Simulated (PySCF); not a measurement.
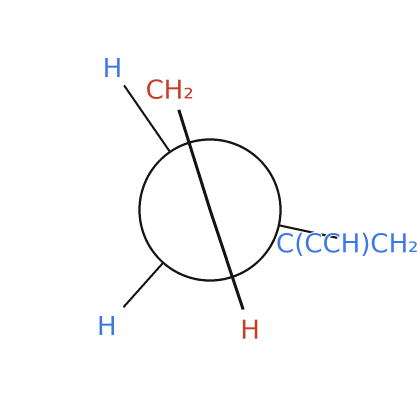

A Newman projection along the C–C bond, carbon in front; angles are drawn as computed, but eclipsed bonds slightly apart. The computed structure is the end point of a GFN2-xTB optimisation. No frequency run is at hand to confirm it as a minimum.

Question: Which molecule is it?

Answer: C7H8, C#CC(=C)CC=C

Question: What is the torsion angle from the front CH2 to the back C(CCH)CH2? The sign is positive where the front bond must turn clockwise to cover the back bond.

Answer: 120°, anticlinal.
